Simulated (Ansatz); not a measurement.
## CH7As: single-point calculation

System: CH7As.
Method: RKS PBE0-D4/def2-TZVPPD (Ansatz 0.2.0).

The geometry: rigid move from PBE0-D4/def2-TZVP.

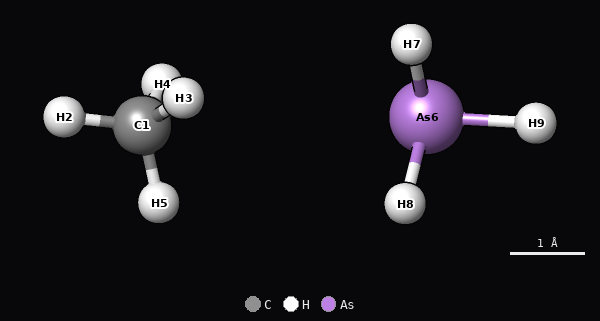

Fig. 1: The structure (ball-and-stick view, seen on its broad side; atoms are numbered from 1 in the order of the input). Bond lengths as drawn: As–H 1.52 Å and C–H 1.09 Å.

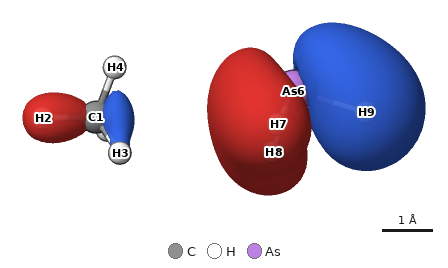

Fig. 2: One frontier orbital at ±0.08 Å⁻³ᐟ² (red and blue are the two phases), seen from the side. The HOMO−1, at −10.23 eV. It lies mainly on As6 (50 %), H9 (30 %), H8 (10 %) and H7 (10 %).

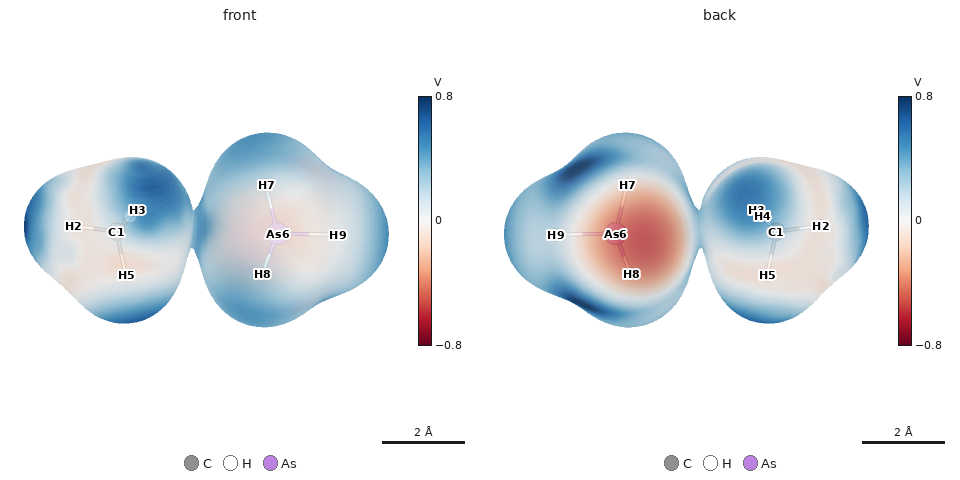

Fig. 3: The molecular electrostatic potential painted on the density surface at 0.002 e/bohr³, seen face on and from behind; red is negative and blue positive. A positive charge is drawn to the negative regions and a negative charge to the positive ones.

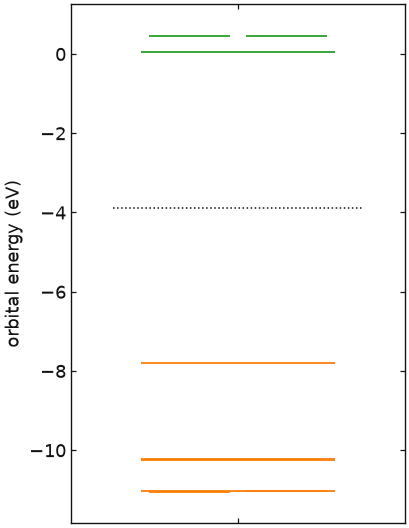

Fig. 4: Orbital energies near the frontier; the dotted line parts filled from empty levels, and levels within 0.02 eV of each other stand side by side. Highest filled −7.81 eV, lowest empty 0.04 eV, 7.85 eV apart.

The input that produced these results follows, with the program's output.

**Input file**
```yaml
crystal:
  periodic: [false, false, false]
  atoms:
    - {symbol: C, position_ang: [-0.136128, -0.226913, -1.740036]}
    - {symbol: H, position_ang: [-0.061063, -0.374569, -2.817025]}
    - {symbol: H, position_ang: [0.748550, 0.301197, -1.384735]}
    - {symbol: H, position_ang: [-0.207302, -1.195298, -1.245209]}
    - {symbol: H, position_ang: [-1.025582, 0.361374, -1.515715]}
    - {symbol: As, position_ang: [-0.145196, -0.224530, 2.263616]}
    - {symbol: H, position_ang: [1.297453, -0.027131, 1.822910]}
    - {symbol: H, position_ang: [-0.553109, 1.138389, 1.725088]}
    - {symbol: H, position_ang: [0.141557, 0.345900, 3.645475]}
basis:
  gaussian: {orbitals: "def2-TZVPPD.json"}
hamiltonian: {xc: pbe0, dispersion: d4}
output: {orbitals: {seedname: orbitals}}
```

Launched with:
```bash
ansatz run in.yaml --threads 4 --pin off --events-out ev --progress --plain --max-ram 9574MiB
```

**What the program printed**
```
Functional definition: PBE0
  name "PBE0"
  cite "Adamo & Barone, J. Chem. Phys. 110, 6158 (1999) doi:10.1063/1.478522"
  cite "Perdew, Burke & Ernzerhof, Phys. Rev. Lett. 77, 3865 (1996) doi:10.1103/PhysRevLett.77.3865"
  parent pbe
  parameter a = 0.25
  parameter kappa = 0.804
  parameter beta = 0.06672455060314922
  exchange = (1 - a)*pbe_x(kappa = kappa, mu = beta*pi^2/3) + a*exact_x
  correlation = pbe_c(beta = beta)
1024 factors; their error is unknown
mean field evaluation 1: about -61978.8421 eV, gradient 4.6e1 eV
mean field evaluation 2: about -61978.2750 eV, gradient 4.6e1 eV
mean field evaluation 4: about -61983.5515 eV, gradient 4.5e-1 eV
mean field evaluation 8: about -61983.7809 eV, gradient 1.3e-1 eV
mean field -61983.78092493 eV, -2277.8619348753 hartree, gradient 3.2e-5 eV, S^2 0.000000; 0 other end points of the search recorded, 0 dependent functions left out
reference -61983.78095713 eV, -2277.8619360589 hartree; 23, 23 occupied and 187, 187 virtual orbitals, 1024 factors
Total energy: -61983.85632975 eV, -2277.8647059515 hartree
```

**Key numbers**

```csv
quantity,value
outcome,converged
total energy,−61983.8563 eV
mean-field energy,−61983.7810 eV
dispersion energy,−0.0754 eV
SCF solution under orbital rotations,stable
HOMO,−7.81 eV
LUMO,0.04 eV
hardware,"4 threads of AMD EPYC, 15 GiB of memory available, shared host"
wall time,0.6 s (CPU time 2 s)
peak memory,0.45 GiB
```
